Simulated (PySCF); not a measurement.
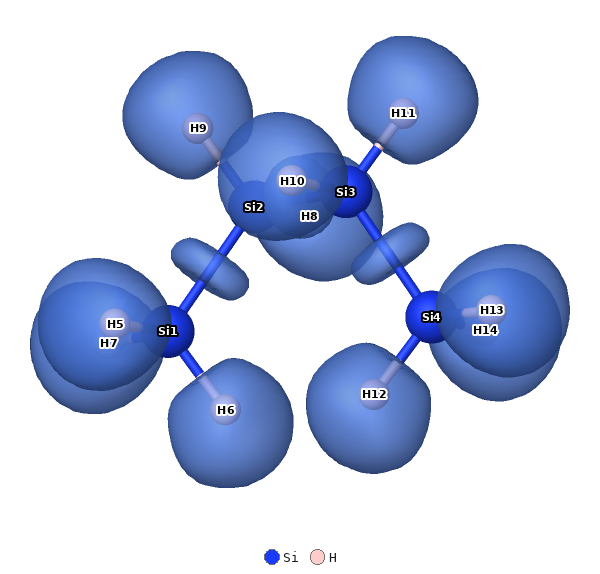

*H10Si4. Isosurface of the electron localisation function at 0.9 (blue), seen at a tilt. Only the valence region is drawn (cores and ρ < 0.01 e/Å³ removed).*

Geometry: PBE0-D3(BJ)/def2-SVP.

These are results of PBE0/pcSseg-1, SCF density, in a methanol solvent model, non-relativistic (PySCF), not measurements.

The calculation's input:

```
{"job": {"xc": "PBE0", "basis": "pcSseg-1", "solvent": "methanol", "kind": "nmr", "pop": true}, "charge": 0, "multiplicity": 1}
Si    -2.034130    -1.121346     0.487259
Si    -1.268532     0.846759    -0.534011
Si     0.899231     1.331311     0.218238
Si     2.307327    -0.482504    -0.258866
H     -2.037741    -0.951382     1.973066
H     -1.118560    -2.251356     0.138017
H     -3.417318    -1.464465     0.035301
H     -1.235198     0.651191    -2.018790
H     -2.200841     1.976865    -0.224172
H      0.863974     1.554771     1.698930
H      1.422703     2.570917    -0.438525
H      1.792902    -1.705724     0.431246
H      3.705701    -0.220909     0.201002
H      2.321318    -0.736049    -1.732668
```

Launched as:

```sh
OMP_NUM_THREADS=1 python ens_run.py task.json out
```

Describe the localisation domains.

The surface consists of three regions between bonded Si–Si atoms (shared pairs) and ten regions around hydrogen nuclei. Along the contacts the grid gives the following. Si–Si (2.35 Å): the ELF peaks at about 1 between the atoms, as expected for a covalent bond. Si–H (1.50 Å): the ELF climbs to about 1 towards the hydrogen, as it does in any bond to H.
